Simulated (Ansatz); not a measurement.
Consider BN in the zinc blende structure (space group F-43m, No. 216; a = 3.625 Å).

Now apply this change: the cell is scaled by 1.0150 in all directions; the atoms relax in the strained cell.

Method: Ansatz (a program for electronic structure), PBE, PAW, cutoff 420 eV, spin-orbit coupling left out.

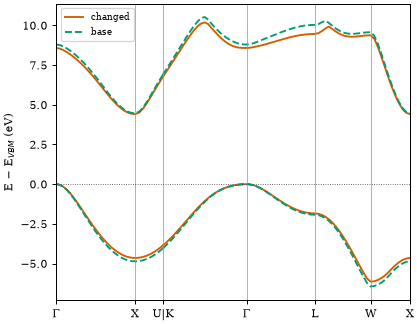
Figure: Highest valence and lowest conduction band along the path, each from its own valence-band maximum

### Question
From the figure, how large is the changed gap, and is it direct?

### Answer
About 4.4 eV, indirect, Γ → X.

Gaps are Kohn–Sham eigenvalue differences; semilocal functionals usually give less than the measured gap. Stability against distortions was not tested.
